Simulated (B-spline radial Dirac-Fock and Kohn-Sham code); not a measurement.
**Inner shells of Ce⁹⁺**

Wanted for the Ce⁹⁺ ion: how cheaper methods do for the levels.

Method: a free atom or ion on a radial basis; each step names its model; computed with B-spline radial Dirac-Fock and Kohn-Sham code, version 2.

### 1 The system

The Ce⁹⁺ ion, [Kr] 4d10 5s2 5p1.

```yaml
nuclear_charge: 58
electrons: 49
mass_number: 140
nuclear_rms_radius: 4.8771 fm
```

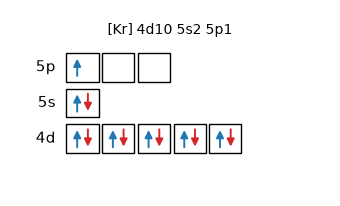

The shells outside the core; arrows follow Hund's rule for the drawing alone (heavy ions are jj-coupled), while the calculation averages over the configuration.

### 2 The levels by Dirac LDA

Model: Dirac-Kohn-Sham LDA (Slater exchange, VWN correlation), finite nucleus, spherical and without spin polarisation.

Settings, as recorded:

```ini
task = binding-ladder
Z = 58
charge = 9
configuration = 1s2 2s2 2p6 3s2 3p6 3d10 4s2 4p6 4d10 5s2 5p1
mass_number = 140
rms_radius = 4.8771  # fm
method = lda,vwn
relativity = dirac
```

From the run's result record (rounded, not every field):

```text
status: converged
shells: ["K", "L1", "L2", "L3", "M1", "M2", "M3", "M4", "M5", "N1", "N2", "N3", "N4", "N5", "O1", "O2,3"]
minus_eigenvalue [eV]: [40325.4, 6568.13, 6212.01, 5765.95, 1519.25, 1368.02, 1280.36, 1014.75, 995.905, 410.217, 353.715, 334.329, 240.909, 237.427, 152.945, 131.142]
delta_scf [eV]: [40736.0, 6647.81, 6310.41, 5856.86, 1549.51, 1399.4, 1310.48, 1048.32, 1029.03, 425.745, 368.952, 349.138, 255.043, 251.436, 161.202, 138.723]
total_energy [Ha]: -8838.02308
dirac_fock_binding [eV]: [40592.1, 6705.37, 6315.29, 5874.19, 1590.73, 1425.73, 1337.27, 1052.55, 1034.16, 444.251, 380.294, 360.876, 254.284, 250.876, 157.48, 137.182]
```

Beside the Dirac-Fock ΔSCF result with Breit and QED, in eV:

```
level       -ε    miss     ΔSCF    miss  Dirac-Fock
    K  40325.4  -266.7  40736.0  +143.9     40592.1
   L1   6568.1  -137.2   6647.8   -57.6      6705.4
   L2   6212.0  -103.3   6310.4    -4.9      6315.3
   L3   5766.0  -108.2   5856.9   -17.3      5874.2
   M1   1519.3   -71.5   1549.5   -41.2      1590.7
   M2   1368.0   -57.7   1399.4   -26.3      1425.7
   M3   1280.4   -56.9   1310.5   -26.8      1337.3
   M4   1014.8   -37.8   1048.3    -4.2      1052.6
   M5    995.9   -38.3   1029.0    -5.1      1034.2
   N1    410.2   -34.0    425.7   -18.5       444.3
   N2    353.7   -26.6    369.0   -11.3       380.3
   N3    334.3   -26.5    349.1   -11.7       360.9
   N4    240.9   -13.4    255.0    +0.8       254.3
   N5    237.4   -13.4    251.4    +0.6       250.9
   O1    152.9    -4.5    161.2    +3.7       157.5
 O2,3    131.1    -6.0    138.7    +1.5       137.2
```

### 3 The levels by non-relativistic HF

Model: non-relativistic Hartree-Fock, average of configuration, point nucleus.

Settings, as recorded:

```ini
task = binding-ladder
method = hf
relativity = nr
```

From the run's result record (rounded, not every field):

```text
status: converged
shells: ["1s", "2s", "2p", "3s", "3p", "3d", "4s", "4p", "4d", "5s", "5p"]
minus_eigenvalue [eV]: [38858.5, 6262.9, 5919.03, 1495.83, 1345.27, 1068.81, 422.625, 363.226, 258.006, 152.064, 135.88]
delta_scf [eV]: [38798.0, 6232.06, 5884.81, 1484.18, 1333.05, 1054.82, 419.893, 360.579, 255.581, 151.821, 135.693]
total_energy [Ha]: -8547.21885
```

### 4 Cost and miss of the cheaper method

| method | level | eigenvalue miss (%) | ΔSCF miss (%) | time |
| --- | --- | --- | --- | --- |
| Dirac LDA | K | -0.66 | +0.35 | 10 s |

Times cover the ground state and all hole states of a step, on one thread of a shared host; states solved in an earlier step are reused, and a first call can include compiling.

### 5 Results

| quantity | value |
| --- | --- |
| Dirac LDA, K: eigenvalue / ΔSCF | 40325.4 / 40736.0 eV |
| non-relativistic HF: deepest eigenvalue | -38858.5 eV |

What this shows: Dirac LDA misses the K level by -0.7 % with its eigenvalue and by +0.4 % with ΔSCF. Breit and QED terms, which only the reference holds, shift this level by tenths of a per cent, so the eigenvalue's nearness can be cancellation. The Hartree-Fock and Dirac-Fock values hold no electron correlation.
